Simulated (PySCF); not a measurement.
SMILES C#CCCO (C₄H₆O), singlet, GFN2-xTB optimised geometry. Atoms within 1.6 Å of the plane z = 0.0 Å (x, y, z in Å): C1 (1.61, -0.73, -0.02), C2 (0.42, -0.81, 0.00), C3 (-1.03, -0.81, 0.00), C4 (-1.57, 0.63, 0.00), O5 (-1.24, 1.33, -1.17), H6 (2.66, -0.70, -0.03), H7 (-1.40, -1.33, 0.89), H8 (-1.39, -1.33, -0.89), H9 (-2.66, 0.62, 0.04), H10 (-1.19, 1.16, 0.89), H11 (-0.28, 1.30, -1.28).

Calculation: B3LYP/def2-TZVP (PySCF). Cells within 0.4 Å of a nucleus heavier than hydrogen are left out (blank, or x).

Map of the electron localisation function on the plane z = 0.0 Å:

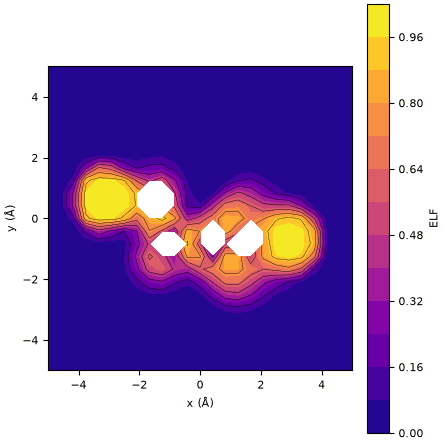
Figure: Electron localisation function on the plane z = 0.0 Å.
